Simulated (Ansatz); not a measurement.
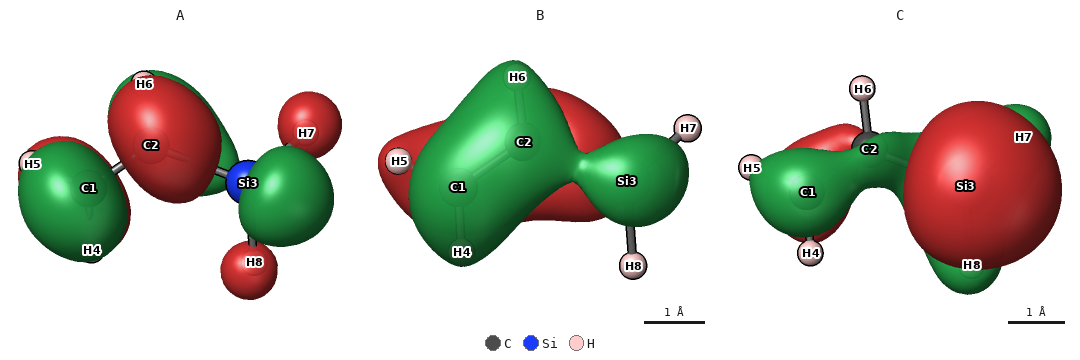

Figure 1: C₂H₅Si (doublet). Three frontier orbitals at ±0.1 Å⁻³ᐟ² (green and red are the two phases), in no order.

Method: UKS PBE0-D4/def2-SVP in Ansatz.

```
atom    x (Å)    y (Å)    z (Å)
   C  -0.9321   0.7074  -0.6940
   C   0.1807   0.5767   0.0528
  Si   0.6546  -0.9537   0.9686
   H  -1.6233  -0.1273  -0.8553
   H  -1.1949   1.6532  -1.1794
   H   0.8210   1.4599   0.1803
   H   2.1318  -1.1445   1.0797
   H  -0.0377  -2.1718   0.4474
```

Which picture is the HOMO−1, the HOMO and the LUMO? All are α orbitals.

B is the HOMO−1 (α) (−8.54 eV). Its weight (Hirshfeld) is mainly on C2 (about 40 %), C1 (about 35 %) and Si3 (about 15 %); π-bonding across C2–C1. C is the HOMO (α) (−5.72 eV). It lies mainly on Si3 (about 65 %), C1 (about 15 %) and C2 (about 5 %). A is the LUMO (α) (−0.23 eV). Its weight (Hirshfeld) is mainly on C2 (about 35 %), C1 (about 30 %) and Si3 (about 20 %); π-antibonding (π*) across C2–C1.

What is the gap between the highest occupied and lowest empty α orbitals?

5.49 eV between the orbital energies.
